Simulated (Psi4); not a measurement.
# CH2BN (SMILES BC#N): TPSS/def2-TZVP

What is the vertical ionisation energy of CH2BN at TPSS/def2-TZVP? The job is set up through a QCSchema input.

Program for the calculation: Psi4 1.11.

1 further run of the same task is left out (set aside as unsound or not needed).

## Step 1: Starting point

CH2BN: 5 atoms, total charge 0, spin state singlet. As SMILES, `BC#N`. The shape is that of a PBE0-D4/def2-TZVP optimisation.

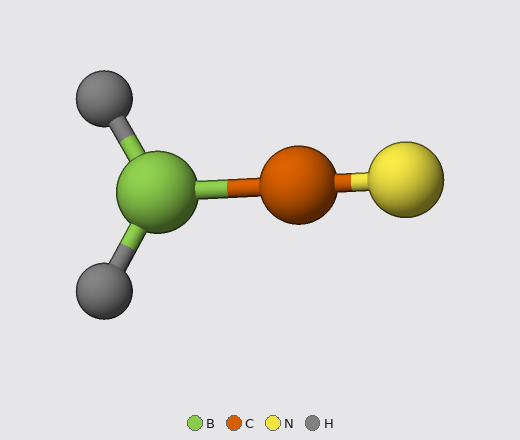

The structure, seen from a chosen angle (boron green, carbon orange, nitrogen yellow, hydrogen grey).

## Step 2: A single-point energy at TPSS/def2-TZVP

The input, input.json:

```json
{
  "schema_name": "qcschema_input",
  "schema_version": 1,
  "molecule": {
    "schema_name": "qcschema_molecule",
    "schema_version": 2,
    "symbols": ["B", "C", "N", "H", "H"],
    "geometry": [-0.41422797, 0.83393614, -0.64609736, 0.6665064, -1.31657219, 0.92728861, 1.4862696, -2.94721686, 2.12065066, -1.40652315, 0.35413468, -2.60328671, -0.23791652, 2.9366344, 0.12339912],
    "molecular_charge": 0,
    "molecular_multiplicity": 1,
    "fix_symmetry": "c1",
    "fix_com": true,
    "fix_orientation": true
  },
  "driver": "energy",
  "model": {
    "method": "tpss",
    "basis": "def2-TZVP"
  },
  "keywords": {
    "puream": true,
    "e_convergence": 1e-09,
    "d_convergence": 1e-08,
    "scf_type": "pk",
    "dft_radial_points": 99,
    "dft_spherical_points": 590,
    "scf_properties": ["WIBERG_LOWDIN_INDICES", "MULLIKEN_CHARGES", "QUADRUPOLE"]
  }
}
```

Launch:

```bash
$ psi4 --qcschema input.json -n 1 --memory 1600MB
```

stdout:

```text
[...]
  Running in c1 symmetry.
[...]
  Nuclear repulsion =   46.207232356449126
[...]
  Multiplicity = 1
[...]
  Nalpha       = 10
  Nbeta        = 10
[...]
    Number of basis functions: 105
[...]
   @RKS iter   1:  -118.76043940926388   -5.84212e-01   5.64215e-03 DIIS/ADIIS
[...]
   @RKS iter  10:  -118.93942143330801   -2.99849e-11   6.88958e-09 DIIS
[...]
    Orbital Energies [Eh]
    ---------------------
    Doubly Occupied:
       1A    -14.127429     2A    -10.021088     3A     -6.655028
       4A     -0.862799     5A     -0.574189     6A     -0.416167
       7A     -0.380440     8A     -0.342846     9A     -0.336317
      10A     -0.311791
[...]
  @RKS Final Energy:  -118.93942143330801
   => Energetics <=
    Nuclear Repulsion Energy =             46.2072323564491256
    One-Electron Energy =                -250.5027476425670727
    Two-Electron Energy =                 102.4503089837004950
    DFT Exchange-Correlation Energy =     -17.0942151308905466
    Empirical Dispersion Energy =           0.0000000000000000
    VV10 Nonlocal Energy =                  0.0000000000000000
    Total Energy =                       -118.9394214333080129
[...]
 Multipole Moments:
 ------------------------------------------------------------------------------------
     Multipole            Electronic (a.u.)      Nuclear  (a.u.)        Total (a.u.)
 ------------------------------------------------------------------------------------
 L = 1.  Multiply by 2.5417464519 to convert [e a0] to [Debye]
 Dipole X            :        -11.0713784           10.6873461           -0.3840323
 Dipole Y            :         21.8336362          -21.0695014            0.7641349
 Dipole Z            :        -15.2570093           14.6979119           -0.5590974
 Magnitude           :                                                    1.0217499
 L = 2.  Multiply by 1.3450342976 to convert [e a0^2] to [Debye ang]
 Quadrupole XX       :        -34.4425724           21.0212017          -13.4213707
 Quadrupole XY       :         40.2990939          -38.8515053            1.4475886
[...]
  Mulliken Charges: (a.u.)
   Center  Symbol    Alpha    Beta     Spin     Total
       1     B     2.49773  2.49773  0.00000  0.00453
       2     C     3.07395  3.07395  0.00000 -0.14790
       3     N     3.48289  3.48289  0.00000  0.03422
       4     H     0.47272  0.47272  0.00000  0.05456
       5     H     0.47271  0.47271  0.00000  0.05458
   Total alpha = 10.00000, Total beta = 10.00000, Total charge =  0.00000
  Wiberg Bond Indices using Orthogonal Lowdin Orbitals:
[...]
```

The result, in JSON:

```text
{
 "driver": "energy",
 "model": {
  "method": "tpss",
  "basis": "def2-TZVP"
 },
 "success": true,
 "return_result": -118.93942143330801,
 "properties": {
  "calcinfo_nbasis": 105,
  "calcinfo_nmo": 105,
  "calcinfo_nalpha": 10,
  "calcinfo_nbeta": 10,
  "calcinfo_natom": 5,
  "nuclear_repulsion_energy": 46.207232356449126,
  "return_energy": -118.93942143330801,
  "scf_one_electron_energy": -250.50274764256707,
  "scf_two_electron_energy": 102.4503089837005,
  "scf_xc_energy": -17.094215130890547,
  "scf_dipole_moment": [-0.38403230524794907, 0.7641348505251067, -0.5590974008933145],
  "scf_total_energy": -118.93942143330801,
  "scf_iterations": 10
 }
}
```

Wall time 41 s (1 thread of Intel Xeon Platinum 8275CL at 3.00GHz (Skylake/Cascade Lake), shared host); peak memory 0.66 GiB.

## Step 3: The doublet cation: energy and gradient at UTPSS/def2-TZVP

The input, ch2bn.json:

```json
{
 "schema_name": "qcschema_input",
 "schema_version": 1,
 "molecule": {
  "schema_name": "qcschema_molecule",
  "schema_version": 2,
  "symbols": ["B", "C", "N", "H", "H"],
  "geometry": [-0.41422797, 0.83393614, -0.64609736, 0.6665064, -1.31657219, 0.92728861, 1.4862696, -2.94721686, 2.12065066, -1.40652315, 0.35413468, -2.60328671, -0.23791652, 2.9366344, 0.12339912],
  "molecular_charge": 1,
  "molecular_multiplicity": 2,
  "fix_symmetry": "c1"
 },
 "driver": "gradient",
 "model": {
  "method": "tpss",
  "basis": "def2-TZVP"
 },
 "keywords": {
  "reference": "uks",
  "puream": true,
  "e_convergence": 1e-09,
  "d_convergence": 1e-08,
  "scf_type": "pk",
  "dft_radial_points": 99,
  "dft_spherical_points": 590,
  "maxiter": 200,
  "scf_properties": ["QUADRUPOLE", "WIBERG_LOWDIN_INDICES", "LOWDIN_CHARGES"]
 }
}
```

Launch:

```bash
$ psi4 --qcschema ch2bn.json -n 1 --memory 1600MB
```

stdout, cut to the lines that bear on the results:

```text
[...]
  Running in c1 symmetry.
[...]
  Nuclear repulsion =   46.207232356449126
[...]
  Multiplicity = 2
[...]
  Nalpha       = 10
  Nbeta        = 9
[...]
    Number of basis functions: 105
[...]
   @UKS iter   1:  -118.39385569901327   -2.17628e-01   4.34013e-03 DIIS/ADIIS
[...]
   @UKS iter  15:  -118.49504965566547   -7.81597e-13   2.22950e-09 DIIS
[...]
   @S^2 Observed:                7.567590637E-01
[...]
  @UKS Final Energy:  -118.49504965566547
   => Energetics <=
    Nuclear Repulsion Energy =             46.2072323564491256
    One-Electron Energy =                -244.4151854838037252
    Two-Electron Energy =                  96.4731362560642083
    DFT Exchange-Correlation Energy =     -16.7602327843750878
    Empirical Dispersion Energy =           0.0000000000000000
    VV10 Nonlocal Energy =                  0.0000000000000000
    Total Energy =                       -118.4950496556654684
[...]
 Multipole Moments:
 ------------------------------------------------------------------------------------
     Multipole            Electronic (a.u.)      Nuclear  (a.u.)        Total (a.u.)
 ------------------------------------------------------------------------------------
 L = 1.  Multiply by 2.5417464519 to convert [e a0] to [Debye]
 Dipole X            :          0.2467299           -0.8903588           -0.6436289
 Dipole Y            :         -0.4909401            1.7712034            1.2802633
 Dipole Z            :          0.3590154           -1.2960883           -0.9370729
 Magnitude           :                                                    1.7121443
 L = 2.  Multiply by 1.3450342976 to convert [e a0^2] to [Debye ang]
 Quadrupole XX       :        -25.2507099           15.3498703           -9.9008396
 Quadrupole XY       :         26.3436493          -27.6715030           -1.3278537
[...]
  -Total Gradient:
     Atom            X                  Y                   Z
    ------   -----------------  -----------------  -----------------
       1       -0.014903351143     0.029692063761    -0.021699299580
       2        0.041227731839    -0.082014929507     0.060025125755
       3       -0.036850850943     0.073304445854    -0.053647566079
       4        0.008308716664    -0.003743019310     0.014770504021
       5        0.002217162885    -0.017237389885     0.000550379943
[...]
```

The result, in JSON:

```text
{
 "driver": "gradient",
 "model": {
  "method": "tpss",
  "basis": "def2-TZVP"
 },
 "success": true,
 "return_result": [-0.014903351143141327, 0.02969206376136639, -0.021699299580244052, 0.04122773183860137, -0.08201492950747252, 0.06002512575452501, -0.03685085094342416, 0.07330444585391083, -0.053647566079350895, 0.008308716663665408, -0.0037430193097497955, 0.014770504020746311, 0.0022171628850652103, -0.017237389884813797, 0.0005503799426383738],
 "properties": {
  "calcinfo_nbasis": 105,
  "calcinfo_nmo": 105,
  "calcinfo_nalpha": 10,
  "calcinfo_nbeta": 9,
  "calcinfo_natom": 5,
  "nuclear_repulsion_energy": 46.207232356449126,
  "return_energy": -118.49504965566547,
  "return_gradient": [-0.014903351143141327, 0.02969206376136639, -0.021699299580244052, 0.04122773183860137, -0.08201492950747252, 0.06002512575452501, -0.03685085094342416, 0.07330444585391083, -0.053647566079350895, 0.008308716663665408, -0.0037430193097497955, 0.014770504020746311, 0.0022171628850652103, -0.017237389884813797, 0.0005503799426383738],
  "scf_one_electron_energy": -244.41518548380373,
  "scf_two_electron_energy": 96.47313625606421,
  "scf_xc_energy": -16.760232784375088,
  "scf_dipole_moment": [-0.6436288523792102, 1.2802633481049681, -0.9370729197834009],
  "scf_total_energy": -118.49504965566547,
  "scf_total_gradient": [-0.014903351143141327, 0.02969206376136639, -0.021699299580244052, 0.04122773183860137, -0.08201492950747252, 0.06002512575452501, -0.03685085094342416, 0.07330444585391083, -0.053647566079350895, 0.008308716663665408, -0.0037430193097497955, 0.014770504020746311, 0.0022171628850652103, -0.017237389884813797, 0.0005503799426383738],
  "scf_iterations": 15
 }
}
```

It took 92 s on 1 thread of Intel Xeon Platinum 8275CL at 3.00GHz (Skylake/Cascade Lake), shared host; peak memory 0.67 GiB.

## Step 4: Results

Level: TPSS/def2-TZVP.

| quantity | value |
| --- | --- |
| singlet CH2BN: total energy | -118.93942 Eh |
| singlet CH2BN: dipole moment | 2.60 D |
| singlet CH2BN: HOMO energy | -8.48 eV |
| singlet CH2BN: LUMO energy | -4.12 eV |
| singlet CH2BN: HOMO–LUMO gap | 4.36 eV |
| doublet cation: total energy | -118.49505 Eh |
| doublet cation: HOMO energy (highest over α and β) | -16.85 eV |
| doublet cation: LUMO energy (lowest over α and β) | -15.69 eV |
| doublet cation: ⟨S²⟩ | 0.757 |
| doublet cation: largest force on an atom | 5.640 eV/Å |
| vertical ionisation energy (to the doublet cation) | 12.092 eV |

What this shows: Removing an electron at fixed nuclei costs 12.09 eV (1167 kJ/mol). −ε(HOMO) before ionisation, 8.48 eV, is 3.61 eV below this ionisation energy. Mulliken charges (singlet CH2BN) run from -0.15 on C2 to +0.05 on H5.
